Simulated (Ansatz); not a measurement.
**Run report: C$_{2}$H$_{7}$BSSi, single-point calculation**

The run: single-point calculation of C$_{2}$H$_{7}$BSSi. Method and program: RKS PBE0-D4/def2-TZVPP (Ansatz 0.2.0).

The geometry comes from this level: PBE0-D4/def2-TZVP.

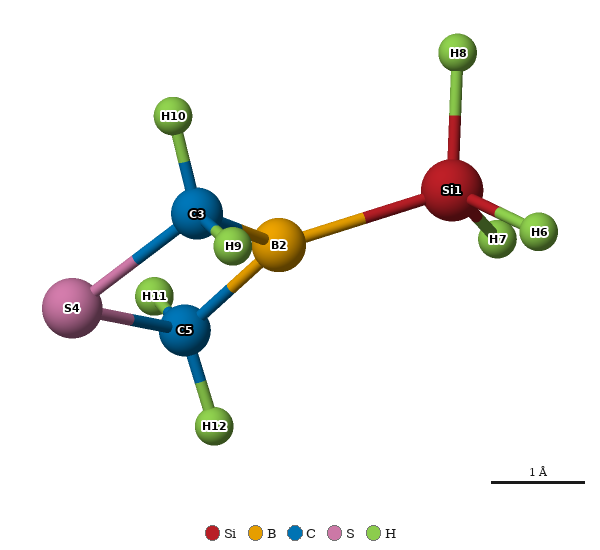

Figure 1. The structure as given in the input (ball-and-stick view, seen at a tilt; atoms are numbered from 1 in the order of the input).

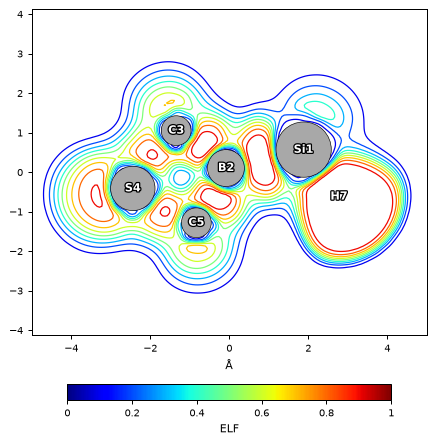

Figure 2. Electron localisation function on the plane of atoms C3, B2 and C5. Grey discs, where drawn, cover atomic cores. The plane passes through Si, B, C, S and H nuclei. C–B (1.57 Å): the ELF peaks at about 0.95 between the atoms, which marks localised, shared-pair bonding. Si–B (2.02 Å): the ELF peaks at about 1 between the atoms, which marks localised, shared-pair bonding. Si–H (1.49 Å): the ELF climbs to about 1 towards the hydrogen, as it does in any bond to H.

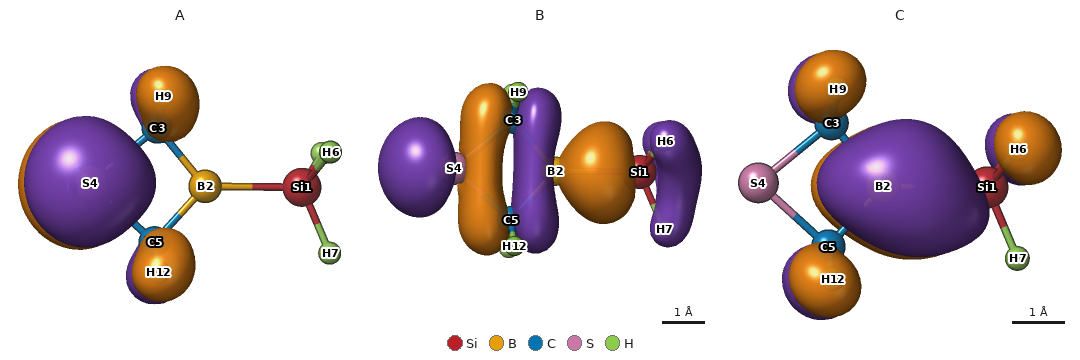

Figure 3. Three frontier orbitals at ±0.08 Å⁻³ᐟ² (orange and purple are the two phases). B is the HOMO−1 (−7.34 eV). It lies mainly on S4 (30 %), Si1 (20 %), B2 (20 %), C5 (10 %) and C3 (10 %). A is the HOMO (−6.46 eV). C is the LUMO (−2.03 eV). Its weight (Hirshfeld) is mainly on B2 (50 %) and Si1 (15 %). The HOMO–LUMO gap is 4.43 eV between the orbital energies.

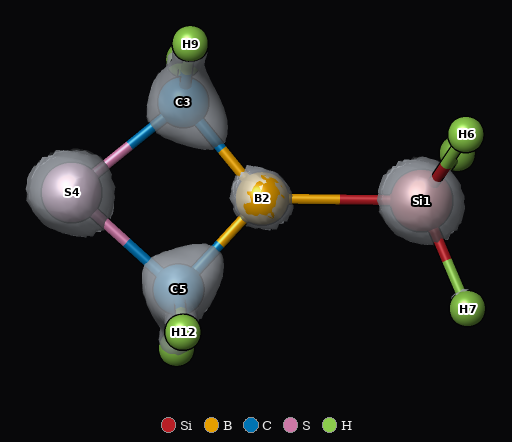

Figure 4. Isosurface of the electron density at 1.5 e/Å³ (grey), seen at a tilt. At this value the surface falls into eight separate pieces. It is pinched off along the C–B (1.57 Å), C–S (1.83 Å) and Si–B (2.02 Å) contacts. On the grid the lowest density along these lines, outside the cores, is 1.3 e/Å³ (C–B, 1.57 Å), 1.2 e/Å³ (C–S, 1.83 Å), 0.74 e/Å³ (Si–B, 2.02 Å) and 1.9 e/Å³ (C–H, 1.09 Å).

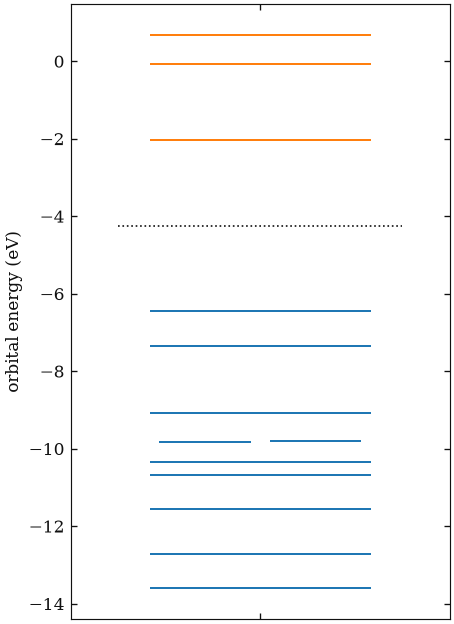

Figure 5. Orbital energies near the frontier; the dotted line parts filled from empty levels, and levels within 0.02 eV of each other stand side by side. Highest filled −6.46 eV, lowest empty −2.03 eV, 4.43 eV apart.

The input that produced these results follows, with the program's output.

**Input**
```yaml
crystal:
  periodic: [false, false, false]
  atoms:
    - {symbol: Si, position_ang: [-1.607804, -0.924856, 0.483743]}
    - {symbol: B, position_ang: [0.088927, 0.039365, -0.043424]}
    - {symbol: C, position_ang: [1.158972, 0.761082, 0.861183]}
    - {symbol: S, position_ang: [2.122243, 1.197836, -0.630302]}
    - {symbol: C, position_ang: [0.750569, 0.306916, -1.445926]}
    - {symbol: H, position_ang: [-2.514684, 0.017557, 1.200838]}
    - {symbol: H, position_ang: [-2.349719, -1.494515, -0.674300]}
    - {symbol: H, position_ang: [-1.283477, -2.036607, 1.423516]}
    - {symbol: H, position_ang: [0.793042, 1.626415, 1.422559]}
    - {symbol: H, position_ang: [1.694797, 0.113934, 1.562555]}
    - {symbol: H, position_ang: [1.062306, -0.587225, -1.995251]}
    - {symbol: H, position_ang: [0.161729, 0.924999, -2.131292]}
basis:
  gaussian: {orbitals: def2-TZVPP}
hamiltonian: {xc: pbe0, dispersion: d4}
output: {orbitals: {seedname: orbitals}}
```

Run as:
```bash
ansatz run in.yaml --threads 4 --pin off --events-out ev --progress --plain --max-ram 10444MiB
```

**What the program printed**
```
Functional definition: PBE0
  name "PBE0"
  cite "Adamo & Barone, J. Chem. Phys. 110, 6158 (1999) doi:10.1063/1.478522"
  cite "Perdew, Burke & Ernzerhof, Phys. Rev. Lett. 77, 3865 (1996) doi:10.1103/PhysRevLett.77.3865"
  parent pbe
  parameter a = 0.25
  parameter kappa = 0.804
  parameter beta = 0.06672455060314922
  exchange = (1 - a)*pbe_x(kappa = kappa, mu = beta*pi^2/3) + a*exact_x
  correlation = pbe_c(beta = beta)
1548 factors; their error is unknown
mean field evaluation 1: about -21558.8915 eV, gradient 6.0e1 eV
mean field evaluation 2: about -21550.7589 eV, gradient 8.0e1 eV
mean field evaluation 4: about -21567.1542 eV, gradient 2.4e0 eV
mean field evaluation 8: about -21567.1857 eV, gradient 6.1e-2 eV
mean field evaluation 16: about -21567.1857 eV, gradient 7.1e-5 eV
mean field -21567.18570733 eV, -792.5794559809 hartree, gradient 7.1e-5 eV, S^2 0.000000; 0 other end points of the search recorded, 0 dependent functions left out
reference -21567.18574291 eV, -792.5794572883 hartree; 27, 27 occupied and 248, 248 virtual orbitals, 1548 factors
Total energy: -21567.43267744 eV, -792.5885319648 hartree
```

**Key numbers**

```json
{"quantity": "outcome", "value": "converged"}
{"quantity": "total energy", "value": "−21567.4327 eV"}
{"quantity": "mean-field energy", "value": "−21567.1857 eV"}
{"quantity": "dispersion energy", "value": "−0.2469 eV"}
{"quantity": "SCF solution under orbital rotations", "value": "stable"}
{"quantity": "HOMO", "value": "−6.46 eV"}
{"quantity": "LUMO", "value": "−2.03 eV"}
{"quantity": "hardware", "value": "4 CPU threads, shared host"}
{"quantity": "wall time", "value": "4.8 s (CPU time 16 s)"}
{"quantity": "peak memory", "value": "0.77 GiB"}
```
